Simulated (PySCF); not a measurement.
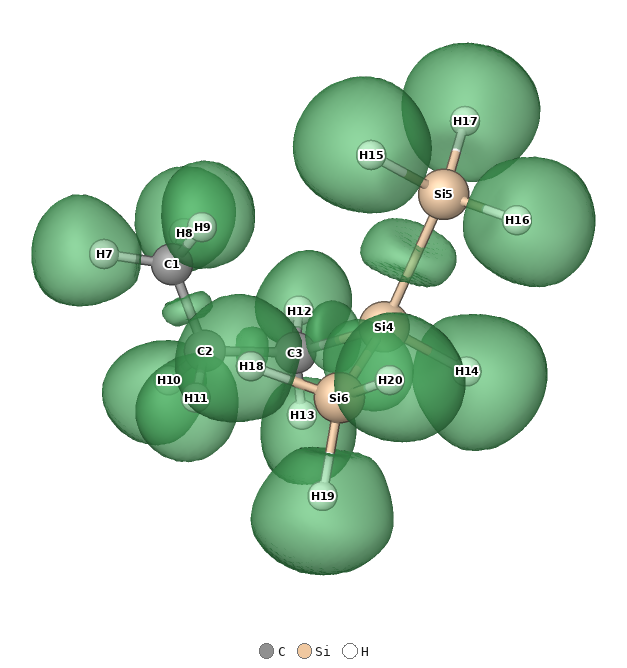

*C$_{3}$H$_{14}$Si$_{3}$ (SMILES CCC[SiH]([SiH3])[SiH3]). Isosurface of the ELF at 0.85 (green), seen at an oblique angle. Only the valence region is drawn (cores and ρ < 0.01 e/Å³ removed).*

Geometry: GFN2-xTB, MD frame at 250 fs, 600 K.

All numbers below come from PBE0/pcSseg-1, SCF density, gas phase, non-relativistic (PySCF 2.14.0).

```
atom    x (Å)    y (Å)    z (Å)
   C  -1.9708  -0.3882   2.1660
   C  -1.9317  -0.9533   0.8170
   C  -1.5364   0.0609  -0.2173
  Si   0.3505   0.5313  -0.3586
  Si   1.6966   2.1318   0.8303
  Si   1.3913  -1.4921  -0.1566
   H  -2.4148  -0.9647   2.9836
   H  -2.6068   0.4926   2.1103
   H  -1.0039  -0.0872   2.5545
   H  -2.9922  -1.2021   0.5602
   H  -1.3760  -1.9345   0.6393
   H  -2.1660   0.9455  -0.0425
   H  -1.9892  -0.3097  -1.1495
   H   0.3735   1.1483  -1.8958
   H   1.9009   1.4630   2.2710
   H   2.9528   2.1446   0.0869
   H   1.2412   3.5299   1.1812
   H   0.8483  -2.0528   1.1182
   H   0.9451  -2.6105  -1.1791
   H   2.8020  -1.3841  -0.0735
```

**Describe the localisation domains.**

The surface consists of two regions between bonded C–C atoms (shared pairs), one region between bonded C–Si atoms (shared pairs), two regions between bonded Si–Si atoms (shared pairs) and 14 regions around hydrogen nuclei.

Values along the shortest contacts:
C–C (1.46 Å): the ELF peaks at about 0.95 between the atoms (a shared electron pair). C–Si (1.95 Å): the ELF peaks at about 0.95 between the atoms (a covalent bond).
